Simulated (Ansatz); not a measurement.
A series of calculations on C2H3OSi

## 1. Relaxation

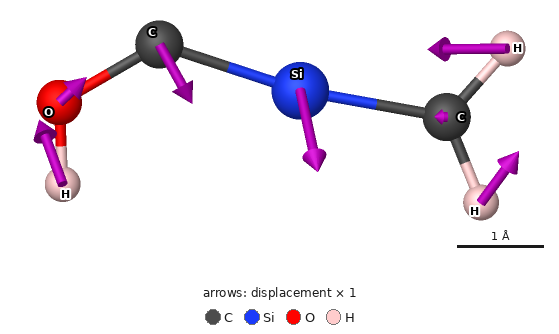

A relaxation of C2H3OSi (multiplicity 2). The starting structure is drawn; purple arrows show the displacements, at their true length. The two geometries are superimposed by the best rigid fit.

Style: ball-and-stick. Shown face on.

Theory: Ansatz, UKS PBE0-D4/def2-TZVP.

Input
```yaml
crystal:
  periodic: [false, false, false]
  atoms:
    - {symbol: C, position_ang: [-1.277430, 1.331160, -0.320710]}
    - {symbol: Si, position_ang: [-0.058170, 0.186100, 0.221210]}
    - {symbol: C, position_ang: [1.176530, -0.823670, 0.968090]}
    - {symbol: O, position_ang: [1.845490, -1.908330, 0.511890]}
    - {symbol: H, position_ang: [-1.612300, 1.365530, -1.344570]}
    - {symbol: H, position_ang: [-1.716840, 2.054400, 0.347120]}
    - {symbol: H, position_ang: [1.642720, -2.205180, -0.383040]}
basis:
  gaussian: {orbitals: def2-TZVP}
magnetization: {spin_polarized: true, initial_magnetization: 1}
hamiltonian: {xc: pbe0, dispersion: d4}
relax: {f_tol: 0.005, max_steps: 200}
```

What did the optimiser do to the structure, and how much energy did it gain?

The largest move after the best rigid fit is that of Si2, 1.23 Å. Largest moves by element: Si 1.23 Å, H 1.10 Å, C 0.80 Å, O 0.44 Å. Near-neighbour distances that change, for instance: C3–O4 1.354 → 1.279 Å, Si2–C3 1.761 → 1.732 Å, C1–Si2 1.758 → 1.782 Å, O4–H7 0.964 → 0.972 Å. Bond angles that change, for instance: C1–Si2–C3 172.0° → 109.7°, Si2–C3–O4 131.5° → 156.2°, C3–O4–H7 117.1° → 112.5°. Groups turn about C3–O4 by about 100°. Over 19 accepted moves (20 points after the start) the energy falls by 1.095 eV. The largest force component goes from 1.6 to 0.0029 eV/Å. The line search rejected the trial step at point 19 of the run. The run took roughly 2.1 core-minutes on a shared host.

## 2. Scan

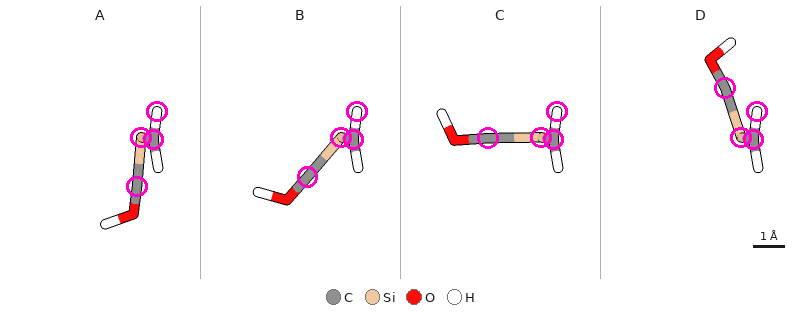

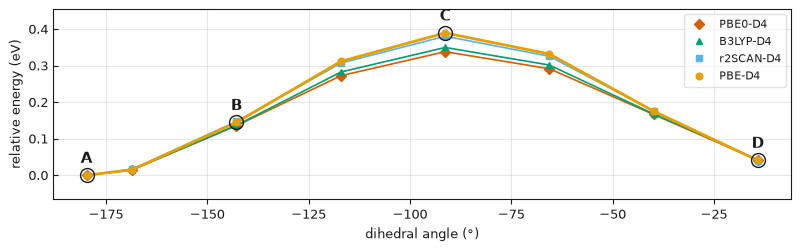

Energy scan for C2H3OSi (multiplicity 2), in which one H–C–Si–C dihedral angle is varied, with the rest of the molecule carried along rigidly. The lettered frames are marked on the plot, at the values of PBE-D4. A stick model, seen almost along the central bond. The ringed atoms are those of the scanned coordinate.

Computed with Ansatz: PBE-D4, r2SCAN-D4, B3LYP-D4, PBE0-D4, basis def2-TZVPP, on geometries moved rigidly from the minimum at PBE0-D4/def2-TZVP. Energies are counted from the PBE0-D4/def2-TZVP minimum geometry at the same level.

Question: Read off the main features of the energy profile.

Answer: With PBE-D4: of the computed points the lowest is at the dihedral −179.7°, 0.000 eV. A local maximum lies at −91.3° (0.389 eV). The highest point, at −91.3°, lies 0.389 eV above the lowest and gives an upper estimate of the barrier to rotation, since the rotor is rigid. At −91.3° the levels give PBE0-D4 0.338 eV, B3LYP-D4 0.350 eV, r2SCAN-D4 0.380 eV, PBE-D4 0.389 eV.

The computed points:

Energies in eV.

```tsv
dihedral angle (°)	PBE-D4	r2SCAN-D4	B3LYP-D4	PBE0-D4
−179.7	0.000	0.000	0.000	0.000
−168.5	0.016	0.016	0.015	0.015
−142.8	0.145	0.147	0.137	0.136
−117.0	0.312	0.307	0.283	0.272
−91.3	0.389	0.380	0.350	0.338
−65.6	0.332	0.325	0.302	0.291
−39.9	0.176	0.176	0.168	0.166
−14.2	0.041	0.040	0.043	0.042
```

## 3. Scan

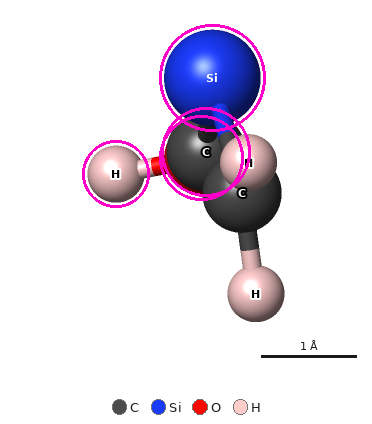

C$_{2}$H$_{3}$OSi (multiplicity 2): the Si2–C3–O4–H7 dihedral angle is varied, with the rest of the molecule carried along rigidly. The picture shows the minimum geometry. The ringed atoms are those of the scanned coordinate. The picture is a ball-and-stick view, seen almost along the central bond, with a slight tilt.

Single-point energies from Ansatz with r2SCAN-D4 in the def2-TZVPP basis, on geometries moved rigidly from the minimum at PBE0-D4/def2-TZVP. Energies are counted from the PBE0-D4/def2-TZVP minimum geometry at the same level.

The input:
```yaml
crystal:
  periodic: [false, false, false]
  atoms:
    - {symbol: C, position_ang: [-1.185266, 1.213291, -0.286935]}
    - {symbol: Si, position_ang: [0.072385, 0.212268, -1.056961]}
    - {symbol: C, position_ang: [0.916689, -0.696914, 0.151217]}
    - {symbol: O, position_ang: [1.836385, -1.454753, 0.615564]}
    - {symbol: H, position_ang: [-1.812641, 1.844871, -0.906126]}
    - {symbol: H, position_ang: [-1.375156, 1.260264, 0.777702]}
    - {symbol: H, position_ang: [1.547604, -2.379017, 0.705529]}
basis:
  gaussian: {orbitals: def2-TZVPP}
magnetization: {spin_polarized: true, initial_magnetization: 1}
hamiltonian: {xc: r2scan, dispersion: d4}
```

**Predict the energy profile (the dihedral: 30.0, 66.0, 102.0, 138.0, 174.0, 210.0, 246.0, 259.5, 282.0, 318.0, 354.0°).**

```csv
dihedral angle (°),ΔE (eV)
30.0,0.202
66.0,0.028
102.0,0.045
138.0,0.244
174.0,0.410
210.0,0.190
246.0,0.015
259.5,0.000
282.0,0.042
318.0,0.248
354.0,0.415
```

Of the computed points the lowest is at the dihedral 259.5°, 0.000 eV. Further local minima among the points: 66.0° (0.028 eV). A local maximum lies at 174.0° (0.410 eV). The highest point, at 354.0°, lies 0.415 eV above the lowest and gives an upper estimate of the barrier to rotation, since the rotor is rigid. ⟨S²⟩ varies from 0.86 to 1.09, most between 174.0° and 210.0°, a sign that the unrestricted solution changes its character.
